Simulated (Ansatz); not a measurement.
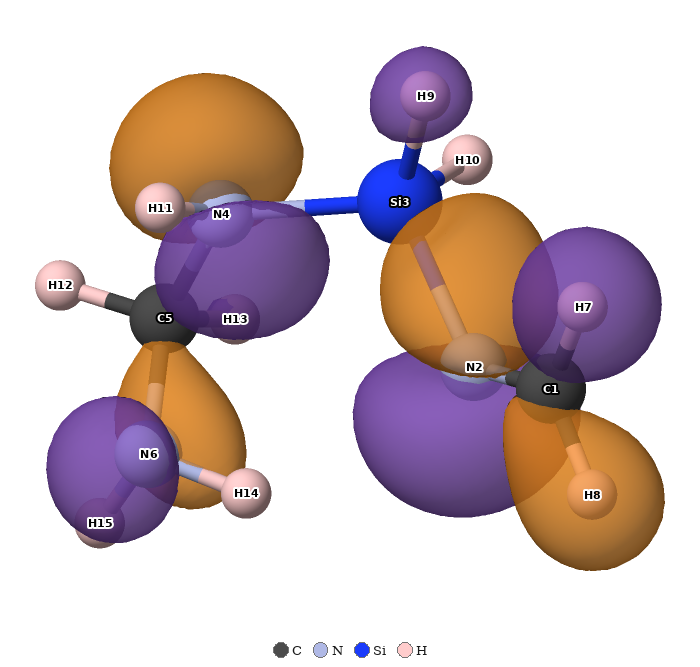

The picture shows: C2H9N3Si (SMILES C=N[SiH2]NCN). The HOMO−1 at ±0.1 Å⁻³ᐟ² (orange and purple are the two phases), seen at an oblique angle.

These are results of Ansatz 0.2.0, RKS r2SCAN/6-31G*, not measurements.

The calculation's input:

```
crystal:
  periodic: [false, false, false]
  atoms:
    - { symbol: C, position_ang: [0.596, -1.8988, -1.728] }
    - { symbol: "N", position_ang: [1.3233, -0.9558, -1.2534] }
    - { symbol: Si, position_ang: [1.2598, -0.7653, 0.4514] }
    - { symbol: "N", position_ang: [-0.0874, 0.0554, 0.7601] }
    - { symbol: C, position_ang: [-0.4579, 1.3328, 0.2167] }
    - { symbol: "N", position_ang: [-1.7035, 1.6794, 0.883] }
    - { symbol: H, position_ang: [-0.1031, -2.4986, -1.1468] }
    - { symbol: H, position_ang: [0.5695, -1.9962, -2.8374] }
    - { symbol: H, position_ang: [1.2406, -2.0721, 1.1628] }
    - { symbol: H, position_ang: [2.4159, 0.0724, 0.9541] }
    - { symbol: H, position_ang: [-0.2845, 0.1262, 1.7906] }
    - { symbol: H, position_ang: [0.315, 2.0984, 0.5086] }
    - { symbol: H, position_ang: [-0.6404, 1.3506, -0.869] }
    - { symbol: H, position_ang: [-2.3816, 0.9282, 0.6714] }
    - { symbol: H, position_ang: [-2.0835, 2.4927, 0.4652] }
basis:
  gaussian: { orbitals: "6-31G*" }
hamiltonian:
  xc: r2scan
relax:
  f_tol: 0.015
  max_steps: 40
output:
  orbitals: {}
```

Run with:

```sh
ansatz run input.yaml --threads 2 --pin off --max-ram 3072MiB --backend cpu --events-out ev --progress --plain --runs-dir out
```

The fields are those of the run's last geometry, not of the input's.

> Where does this orbital lie, and at what energy?

By Hirshfeld shares it lies mainly on N2 (about 35 %), N4 (about 20 %), N6 (about 10 %), Si3 (about 10 %) and C1 (about 10 %). Its energy is −5.77 eV.
